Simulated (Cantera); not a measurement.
Feed: 1 mol CF₄, 0.51 mol F₂, held at 5.70 Torr.

These are equilibrium values from Cantera (NASA tables, ideal gas, pure condensed phases), not measurements of a reactor. Candidate condensed phases: C; 13 gas species. Gases not in the tables: C₂F₆ and larger saturated fluorocarbons. Equilibrium is a limit: real reactors are often held back by kinetics, nucleation or transport.

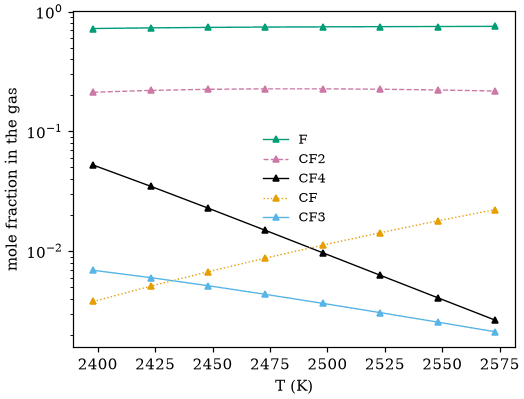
Equilibrium gas composition (values under 1e-9 drawn at 1e-9)

Q: Read off the mole fractions at 2448 K.

A: F about 0.74, CF₂ about 0.22, CF₄ about 0.023, CF about 0.0067, CF₃ about 0.0051.
